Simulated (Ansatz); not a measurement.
## A computed series for ZnO: response to strain

Take ZnO in the wurtzite structure (space group P6_3mc, No. 186; a = 3.1869 Å, c = 5.1526 Å) as the base. Axes: x lies along a and z along c of the hexagonal cell.

Strains are applied to the cell and any free atomic positions relax.

Computed with DFT with LDA, PAW potentials and a 420 eV plane-wave cutoff in Ansatz (an electronic-structure program), scalar-relativistic without spin-orbit coupling.

Notes on the quantities. energy relative to the base: free energy F.

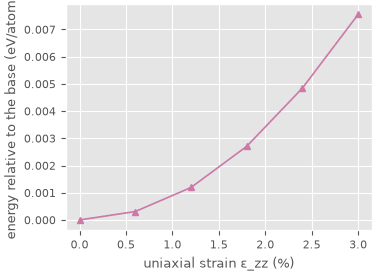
Figure: Energy relative to the base against uniaxial strain ε_zz

From the plot, what is the energy relative to the base for uniaxial strain ε_zz = +0.60 %?

About 0.0003 eV/atom.

Is the trend monotonic over the range shown?

Yes, it rises throughout, spanning 0 meV/atom to +7.6 meV/atom.

No phonon test of stability was made.
